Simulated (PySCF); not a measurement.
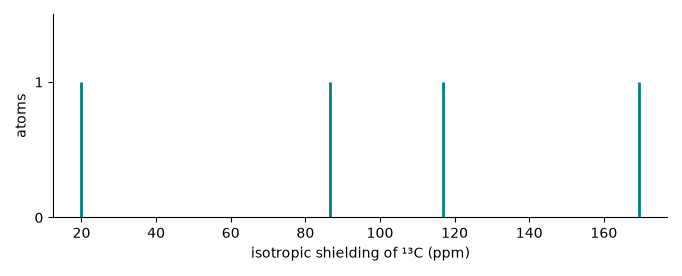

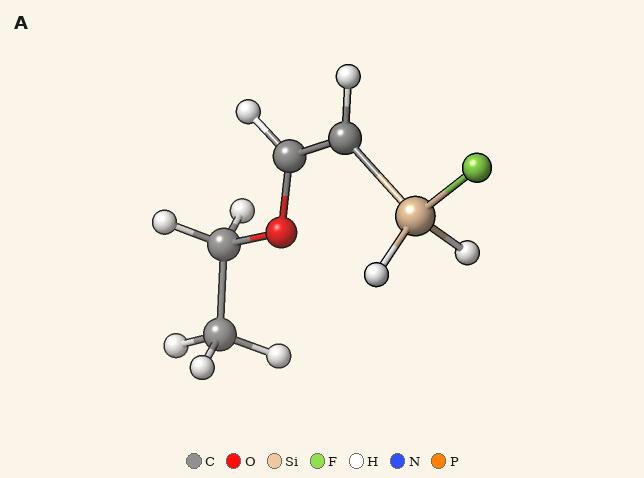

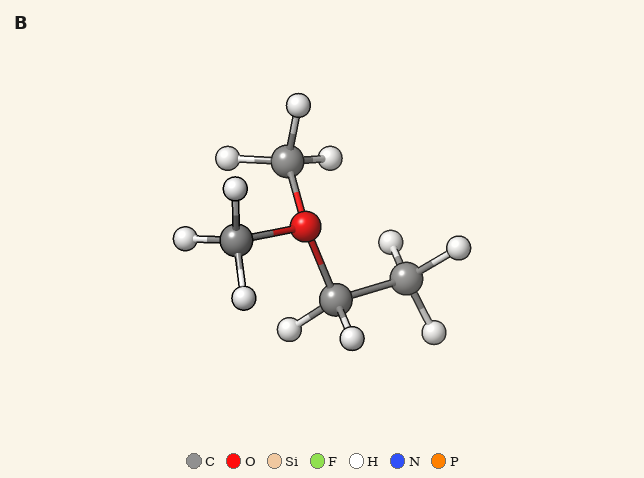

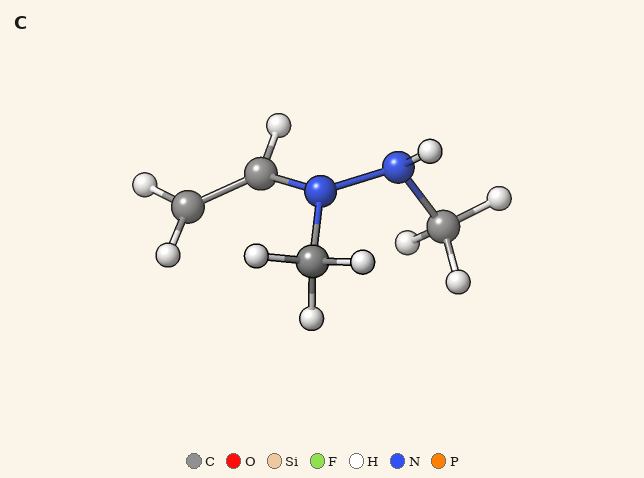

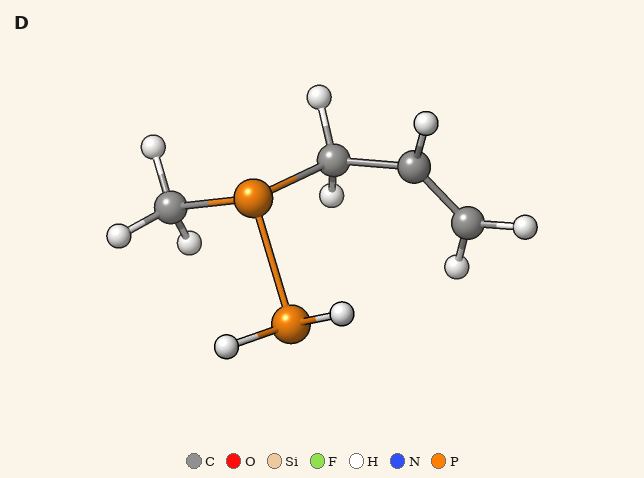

The sticks are computed shieldings of one of the molecules, for one fixed geometry (GFN2-xTB) without averaging over rotations. Low shielding means a high chemical shift. Method: GIAO PBE0/pcSseg-1 NMR shielding, non-relativistic, gas phase (PySCF 2.14.0).

**Which molecule gives this pattern?**

A, `CCO/C=C\[SiH2]F`. Its 4 C atoms give lines at 19.9, 86.7, 116.8, 169.5 ppm.

The geometry is semi-empirical. Around P, Si such bond lengths and angles can be off by a tenth of an ångström or more and by several degrees, and values that hang on the shape move with them.
